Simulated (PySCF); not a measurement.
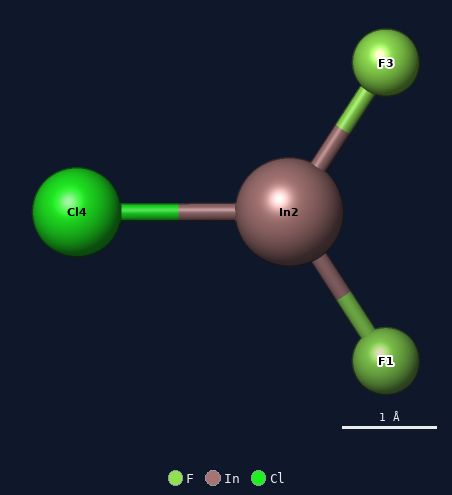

**Figure 1.** The input geometry (ball-and-stick view, seen at a tilt; atoms are numbered from 1 in the order of the input). Sticks mark near contacts. Bond lengths as drawn: Cl–In 2.28 Å and F–In 1.92 Å.

## Run report: InClF2 (charge +1), single-point calculation

The run: single-point calculation of InClF2, charge +1, multiplicity 2. Method and program: BP86/def2-TZVPD, UKS, core potentials def2-svp (PySCF 2.14.0).

The geometry is that of the parent species in another charge or spin state. The geometry comes from this level: PBE0-D4/def2-TZVP.

**Input (job.py)**
```python
from pyscf import gto, dft

system = gto.Mole()
system.atom = 'start.xyz'
system.charge = 1
system.max_memory = 1860
system.spin = 1
system.verbose = 4
system.ecp = {'In': 'def2-svp'}
system.basis = 'def2-tzvpd'
system.build()

mf = dft.UKS(system)
mf.xc = 'bp86'
mf.conv_tol = 1e-10
mf.grids.level = 4
mf.kernel()
if not mf.converged:
    mf = mf.newton().run(mf.mo_coeff, mf.mo_occ)

etot = mf.e_tot
print('E = %.10f Eh' % etot)
```

**File start.xyz**
```
4

F      0.588200     0.614600     1.749600
In     0.046700    -0.040500     0.025100
F      0.831500    -1.720700    -0.482100
Cl    -1.410900     1.086300    -1.312800
```

Run on 1 thread of Arm Neoverse V1, 24 GiB of memory available, shared host.

Run as:
```bash
OMP_NUM_THREADS=1 python job.py
```

**Log**
```
PySCF version 2.14.0

[INPUT] num. atoms = 4
[INPUT] num. electrons = 55
[INPUT] charge = 1
[INPUT] spin (= nelec alpha-beta = 2S) = 1
[INPUT] symmetry False subgroup None
[INPUT] Mole.unit = angstrom
[INPUT] Symbol           X                Y                Z      unit          X                Y                Z       unit  Magmom
[INPUT]  1 F      0.588200000000   0.614600000000   1.749600000000 AA    1.111536906469   1.161425676158   3.306264827539 Bohr   0.0
[INPUT]  2 In     0.046700000000  -0.040500000000   0.025100000000 AA    0.088250210017  -0.076533908045   0.047432125727 Bohr   0.0
[INPUT]  3 F      0.831500000000  -1.720700000000  -0.482100000000 AA    1.571307272576  -3.251651742539  -0.911036964653 Bohr   0.0
[INPUT]  4 Cl    -1.410900000000   1.086300000000  -1.312800000000 AA   -2.666214589149   2.052809489115  -2.480832456329 Bohr   0.0

nuclear repulsion = 244.158990578027
number of shells = 62
number of NR pGTOs = 279
number of NR cGTOs = 182
basis = def2-tzvpd
ecp = {'In': 'def2-svp'}

******** <class 'pyscf.dft.uks.UKS'> ********
method = UKS
initial guess = minao
damping factor = 0
level_shift factor = 0
DIIS = <class 'pyscf.scf.diis.CDIIS'>
diis_start_cycle = 1
diis_space = 8
diis_damp = 0
SCF conv_tol = 1e-10
SCF conv_tol_grad = None
SCF max_cycles = 50
direct_scf = True
direct_scf_tol = 1e-13
number electrons alpha = 28  beta = 27
XC library pyscf.dft.libxc version 7.0.0
    S. Lehtola, C. Steigemann, M. J.T. Oliveira, and M. A.L. Marques.,  SoftwareX 7, 1–5 (2018)
XC functionals = bp86
    A. D. Becke.,  Phys. Rev. A 38, 3098 (1988)
    J. P. Perdew.,  Phys. Rev. B 33, 8822 (1986)
radial grids:
    Treutler-Ahlrichs [JCP 102, 346 (1995); DOI:10.1063/1.469408] (M4) radial grids

becke partition: Becke, JCP 88, 2547 (1988); DOI:10.1063/1.454033
pruning grids: <function nwchem_prune>
grids dens level: 4
symmetrized grids: False
atomic radii adjust function: <function treutler_atomic_radii_adjust>
small_rho_cutoff = 0
Set gradient conv threshold to 1e-05
tot grids = 118496
init E= -817.824264952408
  alpha nocc = 28  HOMO = -0.6065518458216  LUMO = -0.564555172331651
  beta  nocc = 27  HOMO = -0.612705397423794  LUMO = -0.606551845821592

WARN: HOMO -0.6065518458216 >= LUMO -0.606551845821592

cycle= 1 E= -848.606319224737  delta_E= -30.8  |g|= 1.78  |ddm|=   33
  alpha nocc = 28  HOMO = -0.292753255459649  LUMO = -0.279458199525911
  beta  nocc = 27  HOMO = -0.292536220322232  LUMO = -0.290319452336167
  HOMO = -0.292536220322  LUMO = -0.290319452336  gap/eV = 0.06032
cycle= 2 E= -807.536181608245  delta_E= 41.1  |g|= 9.17  |ddm|= 7.45
  alpha nocc = 28  HOMO = -0.542707813262358  LUMO = -0.30412626357728
  beta  nocc = 27  HOMO = -0.545459389310618  LUMO = -0.539198167365464
  HOMO = -0.542707813262  LUMO = -0.539198167365  gap/eV = 0.09550
cycle= 3 E= -848.887022645792  delta_E= -41.4  |g|=  1.7  |ddm|= 4.48
  alpha nocc = 28  HOMO = -0.44859496646837  LUMO = -0.355481354088298
  beta  nocc = 27  HOMO = -0.445192683698564  LUMO = -0.441937853171029
  HOMO = -0.445192683699  LUMO = -0.441937853171  gap/eV = 0.08857
cycle= 4 E= -849.064495102817  delta_E= -0.177  |g|= 1.45  |ddm|= 2.75
  alpha nocc = 28  HOMO = -0.559915817544324  LUMO = -0.373270857791792
  beta  nocc = 27  HOMO = -0.555277575791242  LUMO = -0.544017480440546
  HOMO = -0.555277575791  LUMO = -0.544017480441  gap/eV = 0.30640
cycle= 5 E= -849.857545415224  delta_E= -0.793  |g|= 0.405  |ddm|= 1.65
  alpha nocc = 28  HOMO = -0.556025496622823  LUMO = -0.384818129633759
  beta  nocc = 27  HOMO = -0.551490293759853  LUMO = -0.546995794334894
  HOMO = -0.55149029376  LUMO = -0.546995794335  gap/eV = 0.12230
cycle= 6 E= -849.772041648346  delta_E= 0.0855  |g|= 0.499  |ddm|= 0.849
  alpha nocc = 28  HOMO = -0.564520523294321  LUMO = -0.381307020227884
  beta  nocc = 27  HOMO = -0.557149999081781  LUMO = -0.545886292629487
  HOMO = -0.557149999082  LUMO = -0.545886292629  gap/eV = 0.30650
cycle= 7 E= -849.898803366965  delta_E= -0.127  |g|= 0.242  |ddm|= 0.807
  alpha nocc = 28  HOMO = -0.567197690793745  LUMO = -0.381341533445681
  beta  nocc = 27  HOMO = -0.558690623886584  LUMO = -0.555343183795717
  HOMO = -0.558690623887  LUMO = -0.555343183796  gap/eV = 0.09109
cycle= 8 E= -849.789837377612  delta_E= 0.109  |g|= 0.492  |ddm|= 0.748
  alpha nocc = 28  HOMO = -0.565957540978672  LUMO = -0.381449301065179
  beta  nocc = 27  HOMO = -0.55957090883415  LUMO = -0.554077921564007
  HOMO = -0.559570908834  LUMO = -0.554077921564  gap/eV = 0.14947
cycle= 9 E= -849.741818957862  delta_E= 0.048  |g|= 0.56  |ddm|= 0.673
  alpha nocc = 28  HOMO = -0.570991646222221  LUMO = -0.381514041876083
  beta  nocc = 27  HOMO = -0.559840167696455  LUMO = -0.557613702470779
  HOMO = -0.559840167696  LUMO = -0.557613702471  gap/eV = 0.06059
cycle= 10 E= -849.930261617823  delta_E= -0.188  |g|= 0.165  |ddm|= 0.521
  alpha nocc = 28  HOMO = -0.571604690342381  LUMO = -0.382010692935255
  beta  nocc = 27  HOMO = -0.56231251790455  LUMO = -0.559503884955865
  HOMO = -0.562312517905  LUMO = -0.559503884956  gap/eV = 0.07643
cycle= 11 E= -849.940922765855  delta_E= -0.0107  |g|= 0.0942  |ddm|= 0.141
  alpha nocc = 28  HOMO = -0.572008167851345  LUMO = -0.38229222634764
  beta  nocc = 27  HOMO = -0.563174843023148  LUMO = -0.560106982691315
  HOMO = -0.563174843023  LUMO = -0.560106982691  gap/eV = 0.08348
cycle= 12 E= -849.939171882711  delta_E= 0.00175  |g|= 0.11  |ddm|= 0.0887
  alpha nocc = 28  HOMO = -0.572548303644405  LUMO = -0.382102126456012
  beta  nocc = 27  HOMO = -0.563729037901094  LUMO = -0.560003972835503
  HOMO = -0.563729037901  LUMO = -0.560003972836  gap/eV = 0.10136
cycle= 13 E= -849.946271981507  delta_E= -0.0071  |g|= 0.0275  |ddm|= 0.149
  alpha nocc = 28  HOMO = -0.572461731523892  LUMO = -0.382516352584052
  beta  nocc = 27  HOMO = -0.564132401788793  LUMO = -0.56089525506378
  HOMO = -0.564132401789  LUMO = -0.560895255064  gap/eV = 0.08809
cycle= 14 E= -849.933364836334  delta_E= 0.0129  |g|= 0.142  |ddm|= 0.158
  alpha nocc = 28  HOMO = -0.57262946708247  LUMO = -0.382621259533738
  beta  nocc = 27  HOMO = -0.564134473883927  LUMO = -0.561048935140277
  HOMO = -0.564134473884  LUMO = -0.56104893514  gap/eV = 0.08396
cycle= 15 E= -849.928933506671  delta_E= 0.00443  |g|= 0.164  |ddm|= 0.0327
  alpha nocc = 28  HOMO = -0.572833975961698  LUMO = -0.382671153259951
  beta  nocc = 27  HOMO = -0.564287784068638  LUMO = -0.561003272829076
  HOMO = -0.564287784069  LUMO = -0.561003272829  gap/eV = 0.08938
cycle= 16 E= -849.940310101196  delta_E= -0.0114  |g|= 0.0993  |ddm|= 0.081
  alpha nocc = 28  HOMO = -0.573197358927585  LUMO = -0.382511561578283
  beta  nocc = 27  HOMO = -0.56452867620859  LUMO = -0.561124863523856
  HOMO = -0.564528676209  LUMO = -0.561124863524  gap/eV = 0.09262
cycle= 17 E= -849.943704888413  delta_E= -0.00339  |g|= 0.0658  |ddm|= 0.0587
  alpha nocc = 28  HOMO = -0.573310468291904  LUMO = -0.38254947367321
  beta  nocc = 27  HOMO = -0.564309427759869  LUMO = -0.56041542745144
  HOMO = -0.56430942776  LUMO = -0.560415427451  gap/eV = 0.10596
cycle= 18 E= -849.94589454254  delta_E= -0.00219  |g|= 0.0328  |ddm|= 0.125
  alpha nocc = 28  HOMO = -0.573245752201915  LUMO = -0.382474556710682
  beta  nocc = 27  HOMO = -0.564350922550319  LUMO = -0.560625741111673
  HOMO = -0.56435092255  LUMO = -0.560625741112  gap/eV = 0.10137
cycle= 19 E= -849.946621156502  delta_E= -0.000727  |g|= 0.00559  |ddm|= 0.0448
  alpha nocc = 28  HOMO = -0.573229585331416  LUMO = -0.38247348341147
  beta  nocc = 27  HOMO = -0.564439940940208  LUMO = -0.560659517697923
  HOMO = -0.56443994094  LUMO = -0.560659517698  gap/eV = 0.10287
cycle= 20 E= -849.946603943022  delta_E= 1.72e-05  |g|= 0.00711  |ddm|= 0.0114
  alpha nocc = 28  HOMO = -0.573287569129034  LUMO = -0.382464644447802
  beta  nocc = 27  HOMO = -0.564443913724109  LUMO = -0.560625899474605
  HOMO = -0.564443913724  LUMO = -0.560625899475  gap/eV = 0.10389
cycle= 21 E= -849.946631972126  delta_E= -2.8e-05  |g|= 0.00304  |ddm|= 0.0126
  alpha nocc = 28  HOMO = -0.573265697720477  LUMO = -0.382467552631131
  beta  nocc = 27  HOMO = -0.564432524071601  LUMO = -0.560613975560116
  HOMO = -0.564432524072  LUMO = -0.56061397556  gap/eV = 0.10391
cycle= 22 E= -849.946636594969  delta_E= -4.62e-06  |g|= 0.00132  |ddm|= 0.00226
  alpha nocc = 28  HOMO = -0.573255732901146  LUMO = -0.382466086372319
  beta  nocc = 27  HOMO = -0.564429871382737  LUMO = -0.560615881766725
  HOMO = -0.564429871383  LUMO = -0.560615881767  gap/eV = 0.10378
cycle= 23 E= -849.946637716818  delta_E= -1.12e-06  |g|= 0.000113  |ddm|= 0.00163
  alpha nocc = 28  HOMO = -0.573257632419995  LUMO = -0.382468322331143
  beta  nocc = 27  HOMO = -0.564432023407461  LUMO = -0.560618025956215
  HOMO = -0.564432023407  LUMO = -0.560618025956  gap/eV = 0.10378
cycle= 24 E= -849.946637718149  delta_E= -1.33e-09  |g|= 9.25e-05  |ddm|= 8.39e-05
  alpha nocc = 28  HOMO = -0.573257199971594  LUMO = -0.382467497867399
  beta  nocc = 27  HOMO = -0.564431353660844  LUMO = -0.560616932570807
  HOMO = -0.564431353661  LUMO = -0.560616932571  gap/eV = 0.10380
cycle= 25 E= -849.946637722145  delta_E= -4e-09  |g|= 4.16e-05  |ddm|= 9.98e-05
  alpha nocc = 28  HOMO = -0.573257292703271  LUMO = -0.38246755314872
  beta  nocc = 27  HOMO = -0.564431374072822  LUMO = -0.560616932781755
  HOMO = -0.564431374073  LUMO = -0.560616932782  gap/eV = 0.10380
cycle= 26 E= -849.946637722741  delta_E= -5.95e-10  |g|= 2.27e-05  |ddm|= 3.66e-05
  alpha nocc = 28  HOMO = -0.573257224968751  LUMO = -0.382467623055564
  beta  nocc = 27  HOMO = -0.564431417507746  LUMO = -0.56061711514141
  HOMO = -0.564431417508  LUMO = -0.560617115141  gap/eV = 0.10379
cycle= 27 E= -849.946637722927  delta_E= -1.86e-10  |g|= 1.33e-05  |ddm|= 4.22e-05
  alpha nocc = 28  HOMO = -0.573257228122119  LUMO = -0.382467553505907
  beta  nocc = 27  HOMO = -0.564431367357771  LUMO = -0.560617049586887
  HOMO = -0.564431367358  LUMO = -0.560617049587  gap/eV = 0.10379
cycle= 28 E= -849.946637723026  delta_E= -9.91e-11  |g|= 5.49e-06  |ddm|= 1e-05
  alpha nocc = 28  HOMO = -0.573259628840253  LUMO = -0.382467815745168
  beta  nocc = 27  HOMO = -0.564432238338475  LUMO = -0.560616724223872
  HOMO = -0.564432238338  LUMO = -0.560616724224  gap/eV = 0.10383
```

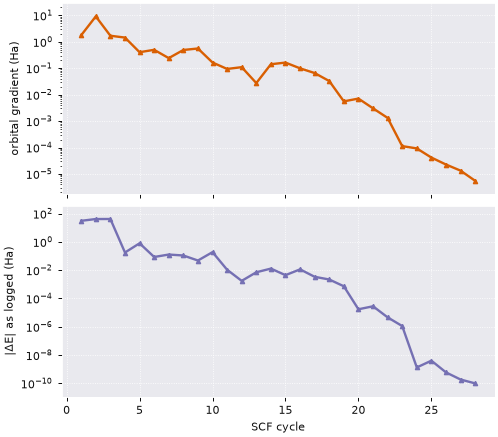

**Figure 2.** Convergence of the self-consistent field: orbital gradient and size of the energy change against the SCF cycle. The residual falls unevenly and jumps up by a factor of two or more 3 times on the way down.

```
Extra cycle  E= -849.9466376739  delta_E= 4.91e-08  |g|= 0.000317  |ddm|= 0.000401
SCF not converged.
SCF energy = -849.9466376739 after 50 cycles  <S^2> = 0.75297588  2S+1 = 2.0029737

******** <class 'pyscf.soscf.newton_ah.SecondOrderUKS'> ********
method = SecondOrderUKS
initial guess = minao
damping factor = 0
level_shift factor = 0
DIIS = <class 'pyscf.scf.diis.CDIIS'>
diis_start_cycle = 1
diis_space = 8
diis_damp = 0
SCF conv_tol = 1e-10
SCF conv_tol_grad = None
SCF max_cycles = 50
direct_scf = True
direct_scf_tol = 1e-13
number electrons alpha = 28  beta = 27
XC library pyscf.dft.libxc version 7.0.0
    S. Lehtola, C. Steigemann, M. J.T. Oliveira, and M. A.L. Marques.,  SoftwareX 7, 1–5 (2018)
XC functionals = bp86
    A. D. Becke.,  Phys. Rev. A 38, 3098 (1988)
    J. P. Perdew.,  Phys. Rev. B 33, 8822 (1986)
radial grids:
    Treutler-Ahlrichs [JCP 102, 346 (1995); DOI:10.1063/1.469408] (M4) radial grids

becke partition: Becke, JCP 88, 2547 (1988); DOI:10.1063/1.454033
pruning grids: <function nwchem_prune>
grids dens level: 4
symmetrized grids: False
atomic radii adjust function: <function treutler_atomic_radii_adjust>
small_rho_cutoff = 0
******** <class 'pyscf.dft.uks.UKS'> Newton solver flags ********
SCF tol = 1e-10
conv_tol_grad = None
max. SCF cycles = 50
direct_scf = True
direct_scf_tol = 1e-13
max_cycle_inner = 12
max_stepsize = 0.05
ah_start_tol = 1e+09
ah_level_shift = 0
ah_conv_tol = 1e-12
ah_lindep = 1e-14
ah_start_cycle = 1
ah_max_cycle = 40
ah_grad_trust_region = 2.5
kf_interval = 4
kf_trust_region = 5
canonicalization = True
Set conv_tol_grad to 1e-05
  alpha nocc = 28  HOMO = -0.57310872223076  LUMO = -0.38245293450174
  beta  nocc = 27  HOMO = -0.564369076326609  LUMO = -0.560633758706504
  HOMO = -0.564369076327  LUMO = -0.560633758707  gap/eV = 0.10164
Initial guess E= -849.9466376739  |g|= 0.000316763
macro= 0  E= -849.94663772304  delta_E= -4.91402e-08  |g|= 4.67121e-06  2 KF 6 JK
macro= 1  E= -849.946637723045  delta_E= -4.77485e-12  |g|= 1.55985e-06  1 KF 2 JK
Canonicalize SCF orbitals
macro X = 2  E=-849.946637723045  |g|= 1.55985e-06  total 4 KF 11 JK
converged SCF energy = -849.946637723045  <S^2> = 0.75297615  2S+1 = 2.0029739
E = -849.9466377230 Eh
```

**Summary**

- outcome: converged
- total energy: −849.946638 hartree
- basis functions: 182
- ⟨S²⟩: 0.753
- wall time: 2.4 min
- peak memory: 1.8 GiB

**Remarks**

The record of the run, not the program, notes: logged alpha LUMO and gap are faulty.
